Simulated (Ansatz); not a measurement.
# BeIF: complex band structure, part 2 of 3

Wanted: the relaxed cell of BeIF, its band edges and its decay constants. It is built by putting I for part of the F in the BeF2 structure of space group P3_121, with the volume rescaled by atomic radii. The parent structure comes from the Materials Project.

Ansatz 0.2.0; r2SCAN DFT, plane waves, PAW files (the session's first sound run).

So far. Step 2 (Relaxing the new crystal): The largest force component on a free atom ends at 0.0019 eV/Å.

The structure was built from a prototype and need not be the compound's stable phase.

## 3. The bulk crystal and its band edges

The energy window and the wavevectors of the next steps follow from the band edges, so these are searched first, off the mesh as well.

The input, input.yaml:

```yaml
crystal:
  lattice:
    - [6.2581082321, 0.0, 0.0]
    - [-3.1290541161, 5.4196807087, 0.0]
    - [0.0, 0.0, 6.1135309204]
  atoms:
    - { symbol: Be, position: [0.4261790599, -0.0970651523, 0.3107509225] }
    - { symbol: Be, position: [0.0970651523, 0.5232442123, 0.6440842559] }
    - { symbol: Be, position: [0.4767557877, 0.5738209401, -0.0225824108] }
    - { symbol: I, position: [0.3299513607, 0.2386245826, 0.2456313592] }
    - { symbol: I, position: [0.7613754174, 0.0913267781, 0.5789646926] }
    - { symbol: I, position: [0.9086732219, 0.6700486393, 0.9122980259] }
    - { symbol: F, position: [0.2084001989, 0.6938788327, 0.4436177183] }
    - { symbol: F, position: [0.4854786338, 0.7915998011, 0.1102843849] }
    - { symbol: F, position: [0.3061211673, 0.5145213662, 0.7769510516] }
kpoints:
  mp_grid: { grid: [6, 6, 4] }
  band_path: { path: [VBM, CBM], npoints: 30 }
scf:
  occupations: { method: fixed }
hamiltonian:
  xc: r2scan
output:
  eigenvalues: true
  write_potential: true
  write_density: true
  volumetric_format: npy
```

Started as:

```sh
$ ansatz run input.yaml --threads 2 --pin off --max-ram 4096MiB --backend cpu --events-out ev --progress --plain --runs-dir out
```

Numbers of over 12 decimals in the logs are rounded to 6 here.

The program printed:

```text
[...]
Crystal: 9 atoms, lattice volume = 207.352 Å³
Basis set: ecut = 500 eV, 5231 PW (Γ), exchange–correlation on 192×192×180 points (64 copies of the dense FFT grid, shifted against one another)
Bands: 48, of which v1, the nominal top of the filled ones, is band 39 counted from 1 (38 counted from 0)
Symmetry: 3 space group operations
[...]
k-points: 30 of 144 (time reversal used)
[...]
SCF iter   1: F=—  HF=-25301.918829 eV  |F-HF|=—  |Δ(HF+E_count)|=         —  Δρ=5.40e-3  dr2=7.16e-2  dr2_τ=1.81e-1  ethr=1.77e-3  ⟨swp⟩=6.2  Hψ=5379  notcnv=0  defer=176
[...]
SCF iter   7: F=-25302.199180 eV  HF=-25302.199180 eV  |F-HF|=6.28e-9  |Δ(HF+E_count)|=   1.32e-7  Δρ=4.27e-6  dr2=2.39e-8  dr2_τ=1.96e-9  ethr=1.28e-10  ⟨swp⟩=14.9  Hψ=7281  notcnv=0
SCF 1 converged in 7 iterations: F = -25302.199180 eV  dr2 = 2.39e-8
[...]
NSCF: frozen V_eff on 44 k-points
[...]
SCF converged after 7 iterations
Free energy (F): -25302.199180 eV
[...]
Internal energy: -25302.199180 eV  (E = F + TS)
E sigma→0 (E₀):  -25302.199180 eV
Fermi energy:    3.509371 eV
[...]
--- Band table (eV; the first three rows and the last of 30) ---
  k-point 0: bands = [... 35 lower, 1.6919, 2.5444, 2.9687, 2.9687, 7.7347, 8.4471, 8.4471, 9.3600, ... 5 higher]
  k-point 1: bands = [... 35 lower, 1.7510, 2.3533, 2.4411, 3.3126, 8.0792, 8.6693, 8.7585, 9.5210, ... 5 higher]
  k-point 2: bands = [... 35 lower, 1.6186, 2.1444, 2.1444, 3.4167, 8.5570, 8.5570, 9.1619, 9.9445, ... 5 higher]
  k-point 29: bands = [... 35 lower, 1.7440, 2.2006, 2.8179, 3.3716, 8.5868, 8.7483, 8.9011, 9.6795, ... 5 higher]
```

The job ended after 2.3 min (2 threads of Arm Neoverse V1, shared host; peak memory 0.88 GiB).

This step gave:

| Item | Value |
| --- | --- |
| Fermi energy | 3.509 eV |
| gap on the k-mesh | 4.225 eV |
| gap on path | 4.223 eV, by band count; negative where bands overlap |
| direct gap on path | 4.766 eV |
| edge places on path | 0, 0.6699 1/A along the path |

Electronic bands along the path, in eV, zero at the Fermi level (highest filled level under fixed occupations); v1 is the highest filled band, c1 the lowest empty one:

| point | v4 | v3 | v2 | v1 | c1 | c2 | c3 | c4 |
| --- | --- | --- | --- | --- | --- | --- | --- | --- |
| VBM | -1.80 | -1.21 | -0.80 | 0.00 | 5.14 | 5.24 | 5.48 | 5.81 |
| CBM | -1.82 | -0.96 | -0.54 | -0.54 | 4.23 | 4.94 | 4.94 | 5.85 |

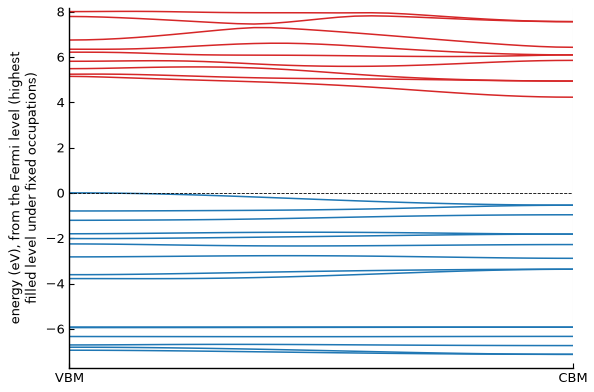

Electronic bands along the path; lines of filled and empty bands in two colours.

The searched edges give 4.22 eV, against 4.23 eV on the mesh.

## 4. Complex bands, plane (100)

This step: r2SCAN DFT, plane waves, PAW files; complex bands by layer matching along the plane's normal (Ansatz 0.2.0).

The same crystal is laid in a cell whose first two vectors span the (100) plane (indices of the standard conventional cell, whose axes can be ordered otherwise than in the bulk input). At fixed energy and wavevector in the plane the solver finds all kz, real and complex. A few wavevectors are listed, (0, 0) and (0.3333, -0.026) in units of the plane's reciprocal vectors; the slowest state needn't be among them.

The input, input.yaml:

```yaml
crystal:
  lattice:
    - [6.258108232, 0.0, 0.0]
    - [0.0, 6.11353092, 0.0]
    - [3.129054116, 0.0, 5.419680709]
  atoms:
    - { symbol: Be, position: [0.4767557877, 0.3107509225, 0.4261790599] }
    - { symbol: Be, position: [0.4261790599, 0.6440842559, 0.0970651523] }
    - { symbol: Be, position: [0.0970651523, 0.9774175892, 0.4767557877] }
    - { symbol: I, position: [0.9086732219, 0.2456313592, 0.3299513607] }
    - { symbol: I, position: [0.3299513607, 0.5789646926, 0.7613754174] }
    - { symbol: I, position: [0.7613754174, 0.9122980259, 0.9086732219] }
    - { symbol: F, position: [0.4854786338, 0.4436177183, 0.2084001989] }
    - { symbol: F, position: [0.3061211673, 0.1102843849, 0.4854786338] }
    - { symbol: F, position: [0.2084001989, 0.7769510516, 0.3061211673] }
kpoints:
  mp_grid: { grid: [4, 4, 4] }
scf:
  occupations: { method: fixed }
hamiltonian:
  xc: r2scan
output:
  eigenvalues: true
  transmission:
    leads: [[0, 0]]
    kpoints: [[0.0, 0.0], [0.3333, -0.026]]
    e_range: [-1.0, 5.22]
    de: 0.1
```

The program printed:

```text
[...]
Crystal: 9 atoms, lattice volume = 207.352 Å³
Basis set: ecut = 500 eV, 5231 PW (Γ), exchange–correlation on 192×180×192 points (64 copies of the dense FFT grid, shifted against one another)
Bands: 48, of which v1, the nominal top of the filled ones, is band 39 counted from 1 (38 counted from 0)
Symmetry: 3 space group operations
[...]
k-points: 14 of 64 (time reversal used)
[...]
SCF iter   1: F=—  HF=-25301.918745 eV  |F-HF|=—  |Δ(HF+E_count)|=         —  Δρ=5.42e-3  dr2=7.22e-2  dr2_τ=1.81e-1  ethr=1.77e-3  ⟨swp⟩=6.1  Hψ=2516  notcnv=0  defer=79
[...]
SCF iter   7: F=-25302.199166 eV  HF=-25302.199166 eV  |F-HF|=8.63e-9  |Δ(HF+E_count)|=   1.27e-7  Δρ=4.88e-6  dr2=3.07e-8  dr2_τ=2.60e-9  ethr=1.28e-10  ⟨swp⟩=14.9  Hψ=3372  notcnv=0
SCF 1 converged in 7 iterations: F = -25302.199166 eV  dr2 = 3.07e-8
[...]
transmission: 8 of 16 steps passed
transmission: 16 of 16 steps passed
SCF converged after 7 iterations
Free energy (F): -25302.199166 eV
[...]
Internal energy: -25302.199166 eV  (E = F + TS)
E sigma→0 (E₀):  -25302.199166 eV
Fermi energy:    3.418482 eV
[...]
--- Band table (eV; the first three rows and the last of 14) ---
  k-point 0: bands = [... 35 lower, 1.6919, 2.5444, 2.9687, 2.9687, 7.7347, 8.4471, 8.4471, 9.3600, ... 5 higher]
  k-point 1: bands = [... 35 lower, 1.7539, 2.4619, 2.8023, 3.1392, 8.1824, 8.6210, 8.7170, 9.0974, ... 5 higher]
  k-point 2: bands = [... 35 lower, 1.7263, 2.4018, 2.7832, 3.3168, 8.1901, 8.8833, 9.2194, 9.5172, ... 5 higher]
  k-point 13: bands = [... 35 lower, 1.7684, 2.1984, 2.8590, 3.3187, 8.4539, 8.7693, 8.9878, 9.5378, ... 5 higher]
--- Transmission ---
  basis      : 397 plane waves across, 8 finite elements along
  points     : 2, as listed
  energies   : 63 from -1.000000 to 5.200000 eV about the Fermi level, 0.100000 eV apart; the leads are filled to 2.158125 eV, and channels, transmission and decay are at 2.200000 eV
  crystal 0  : Be3F3I3, at the sites [0, 0], period 5.4197 Å: whole cells are its period
    offset         : up to 0.0000 Å between an atom of the period and one for which it stands
    channels       : 0.000000e0 a spin
    conductance    : none, the energies end too early or step too widely for 300 K: set another output.transmission.e_range or a lower de, or, where they end at an eighth of basis.ecutwfc, a higher one
    slowest decay  : 0.3472 /Å at (0.0000, 0.0000)
```

Elapsed: 3 min, on 2 threads; peak memory 2.1 GiB.

Numbers from this step:

```
Fermi energy                                              : 3.418 eV
gap on the k-mesh                                         : 4.316 eV
level to which the leads are filled                       : 2.158 eV from the Fermi level
decay constant at the filling level, zone centre          : 0.3472 Å⁻¹
decay constant at the filling level, slowest listed point : 0.3472 Å⁻¹
```

K parallel (0, 0); values up to 1.5 1/Å, a degenerate pair printed once or twice; energies at which all values exceed this have no row. The Im kz of the slowest decaying states by energy, zero at the highest filled level on the SCF mesh:

| energy (eV) | decay 1 (Å⁻¹) | decay 2 (Å⁻¹) | decay 3 (Å⁻¹) | decay 4 (Å⁻¹) |
| --- | --- | --- | --- | --- |
| -1.00 | 0.273 | 0.391 | 0.584 | 0.663 |
| 0.00 | 0.183 | 0.262 | 0.479 | 0.553 |
| 1.00 | 0.348 | 0.422 | 0.583 | 0.738 |
| 2.00 | 0.352 | 0.468 | 0.566 | 0.709 |
| 3.00 | 0.308 | 0.475 | 0.513 | 0.609 |
| 4.00 | 0.176 | 0.418 | 0.437 | 0.516 |
| 5.00 | 0.101 | 0.107 | 0.151 | 0.351 |

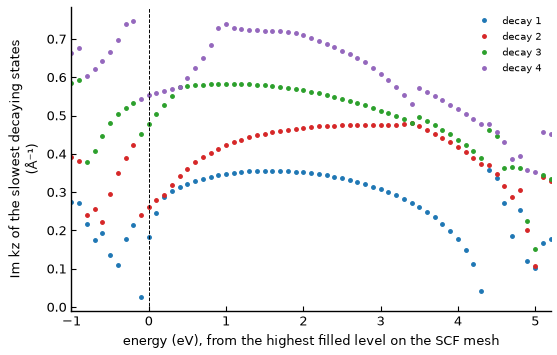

Im kz of the slowest decaying states against energy.

K parallel (0.3333, -0.026); values up to 1.5 1/Å, a degenerate pair printed once or twice; energies at which all values exceed this have no row. Table of Im kz of the slowest decaying states by energy, zero at the highest filled level on the SCF mesh:

| energy (eV) | decay 1 (Å⁻¹) | decay 2 (Å⁻¹) | decay 3 (Å⁻¹) | decay 4 (Å⁻¹) |
| --- | --- | --- | --- | --- |
| -1.000 | 0.163 | 0.270 | 0.493 | 0.522 |
| -0.500 | 0.162 | 0.177 | 0.449 | 0.498 |
| 0.000 | 0.258 | 0.567 | 0.599 | 0.603 |
| 0.500 | 0.294 | 0.357 | 0.594 | 0.618 |
| 1.000 | 0.388 | 0.399 | 0.598 | 0.625 |
| 1.500 | 0.420 | 0.434 | 0.590 | 0.623 |
| 2.000 | 0.428 | 0.457 | 0.572 | 0.614 |
| 2.500 | 0.425 | 0.465 | 0.546 | 0.592 |
| 3.000 | 0.415 | 0.460 | 0.510 | 0.532 |
| 3.500 | 0.395 | 0.444 | 0.462 | 0.463 |
| 4.000 | 0.367 | 0.378 | 0.391 | 0.417 |
| 4.500 | 0.248 | 0.262 | 0.324 | 0.377 |
| 5.000 | 0.0764 | 0.250 | 0.289 | 0.319 |

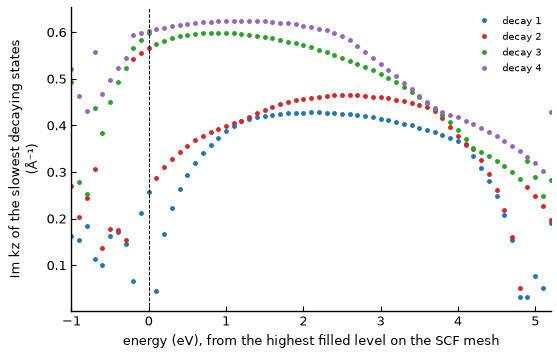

Im kz of the slowest decaying states, plotted against energy.

At the listed wavevectors the last open channel is at +0.00 eV and the next at +4.40 eV on the grid. At +2.20 eV, the grid energy nearest the filling level (the middle of the gap on the SCF mesh), the slowest state at the listed wavevectors decays with κ = 0.347 Å⁻¹, its amplitude falling by e over 2.9 Å. Through 1 nm of this crystal that state's transmission falls by exp(−2 × 0.347 Å⁻¹ × 10 Å) = 9.6e-4.

## 5. Complex bands, plane (001)

The same for the (001) plane, at (0, 0) and (0.3333, -0.3333), to see how the decay depends on direction.

The input, input.yaml:

```yaml
crystal:
  lattice:
    - [6.258108232, 0.0, 0.0]
    - [3.129054116, 5.419680709, 0.0]
    - [0.0, 0.0, 6.11353092]
  atoms:
    - { symbol: Be, position: [0.5232442123, 0.9029348477, 0.3107509225] }
    - { symbol: Be, position: [0.5738209401, 0.5232442123, 0.6440842559] }
    - { symbol: Be, position: [0.9029348477, 0.5738209401, 0.9774175892] }
    - { symbol: I, position: [0.0913267781, 0.2386245826, 0.2456313592] }
    - { symbol: I, position: [0.6700486393, 0.0913267781, 0.5789646926] }
    - { symbol: I, position: [0.2386245826, 0.6700486393, 0.9122980259] }
    - { symbol: F, position: [0.5145213662, 0.6938788327, 0.4436177183] }
    - { symbol: F, position: [0.6938788327, 0.7915998011, 0.1102843849] }
    - { symbol: F, position: [0.7915998011, 0.5145213662, 0.7769510516] }
kpoints:
  mp_grid: { grid: [4, 4, 4] }
scf:
  occupations: { method: fixed }
hamiltonian:
  xc: r2scan
output:
  eigenvalues: true
  transmission:
    leads: [[0, 0]]
    kpoints: [[0.0, 0.0], [0.3333, -0.3333]]
    e_range: [-1.0, 5.22]
    de: 0.1
```

The program printed:

```text
[...]
Crystal: 9 atoms, lattice volume = 207.352 Å³
Basis set: ecut = 500 eV, 5231 PW (Γ), exchange–correlation on 192×192×180 points (64 copies of the dense FFT grid, shifted against one another)
Bands: 48, of which v1, the nominal top of the filled ones, is band 39 counted from 1 (38 counted from 0)
Symmetry: 3 space group operations
[...]
k-points: 14 of 64 (time reversal used)
[...]
SCF iter   1: F=—  HF=-25301.918426 eV  |F-HF|=—  |Δ(HF+E_count)|=         —  Δρ=5.46e-3  dr2=7.45e-2  dr2_τ=1.81e-1  ethr=1.77e-3  ⟨swp⟩=6.2  Hψ=2515  notcnv=0  defer=80
[...]
SCF iter   7: F=-25302.199166 eV  HF=-25302.199166 eV  |F-HF|=5.07e-9  |Δ(HF+E_count)|=   1.43e-7  Δρ=3.05e-6  dr2=1.35e-8  dr2_τ=8.06e-10  ethr=1.28e-10  ⟨swp⟩=14.7  Hψ=3389  notcnv=0
SCF 1 converged in 7 iterations: F = -25302.199166 eV  dr2 = 1.35e-8
[...]
transmission: 9 of 18 steps passed
transmission: 18 of 18 steps passed
SCF converged after 7 iterations
Free energy (F): -25302.199166 eV
[...]
Internal energy: -25302.199166 eV  (E = F + TS)
E sigma→0 (E₀):  -25302.199166 eV
Fermi energy:    3.418457 eV
[...]
--- Band table (eV; the first three rows and the last of 14) ---
  k-point 0: bands = [... 35 lower, 1.6918, 2.5444, 2.9686, 2.9686, 7.7347, 8.4471, 8.4471, 9.3600, ... 5 higher]
  k-point 1: bands = [... 35 lower, 1.7510, 2.3533, 2.4410, 3.3126, 8.0792, 8.6693, 8.7585, 9.5210, ... 5 higher]
  k-point 2: bands = [... 35 lower, 1.6186, 2.1444, 2.1444, 3.4167, 8.5570, 8.5570, 9.1619, 9.9445, ... 5 higher]
  k-point 13: bands = [... 35 lower, 1.7683, 2.1983, 2.8590, 3.3187, 8.4539, 8.7693, 8.9878, 9.5378, ... 5 higher]
--- Transmission ---
  basis      : 361 plane waves across, 9 finite elements along
  points     : 2, as listed
[...]
crystal 0  : Be3F3I3, at the sites [0, 0], period 6.1135 Å: whole cells are its period
[...]
channels       : 0.000000e0 a spin
[...]
slowest decay  : 0.3955 /Å at (0.0000, 0.0000)
```

Wall time 2.6 min (2 threads); peak memory 1.9 GiB; 5 min of CPU time.

Numbers from this step:

```
decay constant at the filling level, zone centre          : 0.3955 Å⁻¹
decay constant at the filling level, slowest listed point : 0.3955 Å⁻¹
```

K parallel (0, 0); values up to 1.5 1/Å, a degenerate pair printed once or twice; energies at which all values exceed this have no row. Table of Im kz of the slowest decaying states by energy, zero at the highest filled level on the SCF mesh:

| energy (eV) | decay 1 (Å⁻¹) | decay 2 (Å⁻¹) | decay 3 (Å⁻¹) | decay 4 (Å⁻¹) |
| --- | --- | --- | --- | --- |
| -1.000 | 0.680 | 0.703 | 0.810 | 1.39 |
| -0.500 | 0.273 | 0.709 | 0.717 | 0.824 |
| 0.000 | 0.0348 | 0.358 | 0.707 | 0.715 |
| 0.500 | 0.396 | 0.605 | 0.704 | 0.752 |
| 1.000 | 0.411 | 0.622 | 0.677 | 0.798 |
| 1.500 | 0.413 | 0.640 | 0.642 | 0.776 |
| 2.000 | 0.403 | 0.602 | 0.648 | 0.748 |
| 2.500 | 0.381 | 0.563 | 0.641 | 0.715 |
| 3.000 | 0.348 | 0.519 | 0.625 | 0.674 |
| 3.500 | 0.295 | 0.465 | 0.603 | 0.626 |
| 4.000 | 0.201 | 0.396 | 0.566 | 0.576 |
| 4.500 | 0.298 | 0.490 | 0.541 | 0.840 |
| 5.000 | 0.0749 | 0.396 | 0.496 | 0.781 |

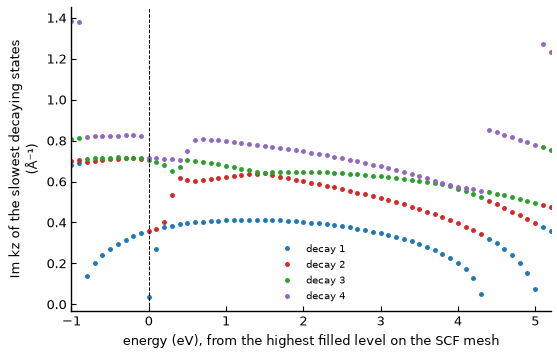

Im kz of the slowest decaying states against energy.

K parallel (0.3333, -0.3333); values up to 1.5 1/Å, a degenerate pair printed once or twice; energies at which all values exceed this have no row. Table of Im kz of the slowest decaying states by energy, zero at the highest filled level on the SCF mesh:

| energy (eV) | decay 1 (Å⁻¹) | decay 2 (Å⁻¹) | decay 3 (Å⁻¹) | decay 4 (Å⁻¹) |
| --- | --- | --- | --- | --- |
| -1.00 | 0.176 | 0.572 | 0.574 | 0.692 |
| 0.00 | 0.577 | 0.580 | 0.594 | 0.696 |
| 1.00 | 0.476 | 0.631 | 0.632 | 0.691 |
| 2.00 | 0.582 | 0.635 | 0.653 | 0.689 |
| 3.00 | 0.574 | 0.599 | 0.649 | 0.652 |
| 4.00 | 0.500 | 0.516 | 0.562 | 0.567 |
| 5.00 | 0.269 | 0.317 | 0.332 | 0.375 |

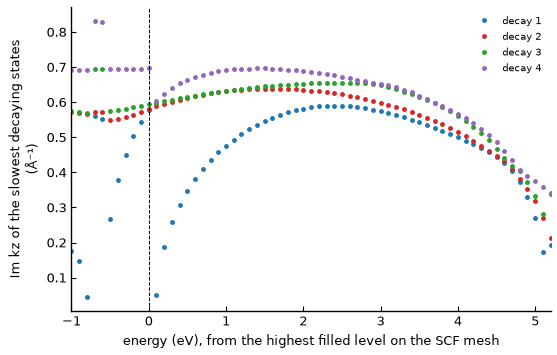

Im kz of the slowest decaying states against energy.

At the listed wavevectors the last open channel is at +0.00 eV and the next at +4.40 eV on the grid. At +2.20 eV, the grid energy nearest the filling level (the middle of the gap on the SCF mesh), the slowest state at the listed wavevectors decays with κ = 0.396 Å⁻¹, its amplitude falling by e over 2.5 Å; the first such run, plane (100), gave 0.347 Å⁻¹.

(Continued in part 3 of 3.)

[Logs are printed without paths, hosts, clocks, repeated set-up lines and the standing remarks that a program may print on its own settings, such as how far it seeks lower states.]

[Hosts, paths, dates, database ids (printed as entryN), source tags and the programs' standing remarks are cut or masked in the printed files.]
